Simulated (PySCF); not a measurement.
System: C$_{6}$H$_{9}$ClO.

Input

```
{"job": {"kind": "uv", "xc": "CAM-B3LYP", "basis": "def2-SVPD", "nstates": 8, "ntriplets": 3}, "charge": 0, "multiplicity": 1}
Cl    -0.320931     1.402991     2.009230
C     -1.093218     0.855161     0.506433
C     -1.531105    -0.612339     0.477743
C     -0.800838    -0.784342    -0.864406
C     -0.158631     0.606136    -0.696482
C      1.320321     0.614384    -0.376448
C      1.962933    -0.399077     0.461430
O      2.130128    -0.379485    -0.927607
H     -1.892249     1.565712     0.296600
H     -2.607206    -0.770774     0.464851
H     -1.097771    -1.196392     1.286338
H     -1.472984    -0.832704    -1.717145
H     -0.095064    -1.608148    -0.927802
H     -0.329701     1.290647    -1.530161
H      1.762111     1.609613    -0.376150
H      2.833739    -0.126059     1.046456
H      1.383469    -1.223296     0.857209
```

Run with:

```sh
OMP_NUM_THREADS=1 python probes_run.py task.json out
```

Geometry: GFN2-xTB.

The calculation used PySCF 2.14.0, CAM-B3LYP/def2-SVPD, SCF density, gas phase.

**Predict the electron density and electron localisation function between the atoms.**

C–Cl (1.78 Å): the density is about 1.3 e/Å³ at the midpoint; the ELF peaks at about 0.90 between the atoms, as expected for a shared electron pair.
C–H (1.09 Å): ρ is about 2 e/Å³ halfway; the ELF climbs to about 1 towards the hydrogen, as it does in any bond to H: an ordinary covalent bond to hydrogen.

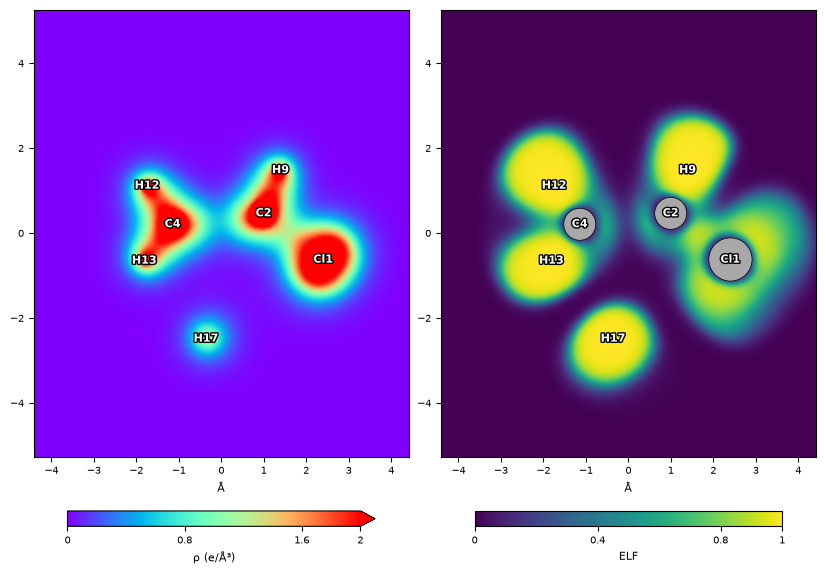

Computed electron density and electron localisation function on the plane of atoms H12, C4 and H13, in this order. Grey discs cover the atomic cores in the ELF map. 
